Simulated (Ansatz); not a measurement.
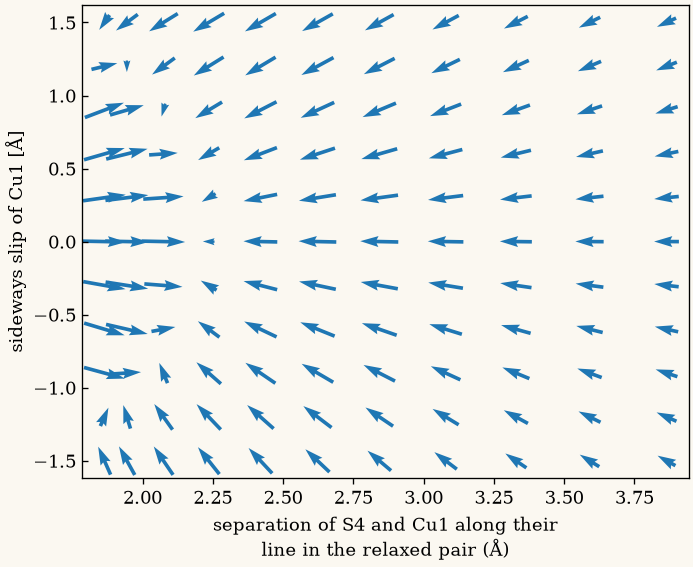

CCuS₂, charge +1. The first coordinate is: separation of S4 and Cu1 along their line in the relaxed pair; the second: sideways slip of Cu1. Nothing is relaxed (both partners rigid). The grid has 11 × 11 points. Points are written as (first, second). These are results of Ansatz 0.2.0, RKS PBE0-D4/def2-SVPD, not measurements.

In the figure: arrows along the force (downhill), their lengths compressed.

### The arrows alone are given. Where is the energy lowest?

The arrows converge at about (2.219 Å, 0.0 Å) (read from the interpolated surface).

The energy map of the same scan:

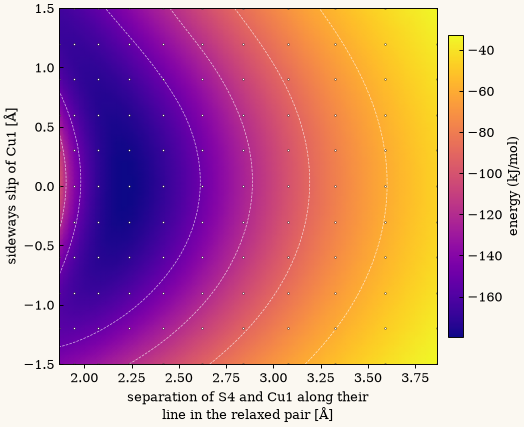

Energies are in kJ/mol, from the ion and the molecule far apart, frozen as in the relaxed pair, each in its own basis (no counterpoise correction); between grid points the surface is interpolated.
